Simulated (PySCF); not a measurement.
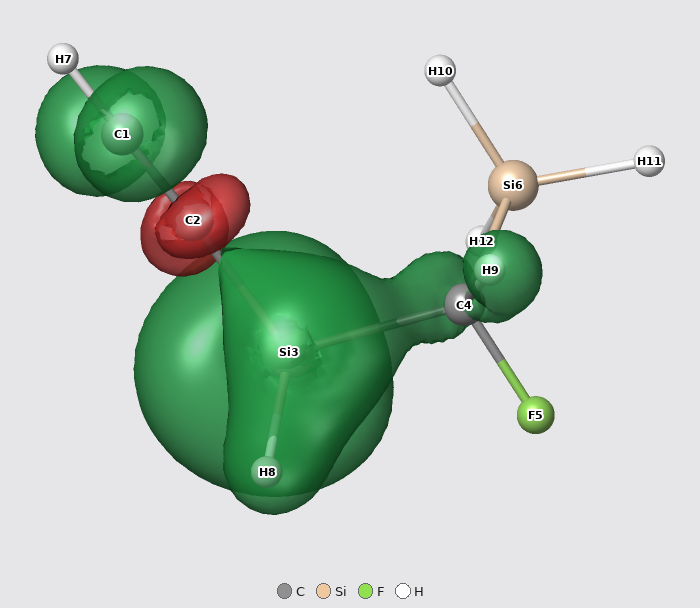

Figure 1: C3H6FSi2 (doublet). Isosurfaces of the spin density at +0.015 (green) and −0.015 e/Å³ (red), seen at a tilt.

Geometry: GFN2-xTB.

Theory: PySCF 2.14.0, density-fitted response routines, UKS B3LYP, pcH-1 on C F H Si, non-relativistic, mean-field spin-orbit, GIAO.

```xyz
12

C     1.9545    1.6722   -1.7089
C     1.6715    0.6972   -1.0554
Si    1.3383   -0.6861    0.0916
C    -0.5506   -1.0222    0.1686
F    -0.7306   -2.2534    0.8154
Si   -1.5886    0.3058    1.0819
H     2.1812    2.5031   -2.3127
H     2.1145   -1.8948   -0.1644
H    -0.9313   -1.1819   -0.8476
H    -1.4093    1.5532    0.3417
H    -2.9936   -0.1004    1.1094
H    -1.0547    0.4067    2.4399
```

> Describe the spin distribution.

The unpaired spin (1 electron) lies mostly on Si3 (about 0.7) and C1 (about 0.1), in electrons by Hirshfeld's partition.
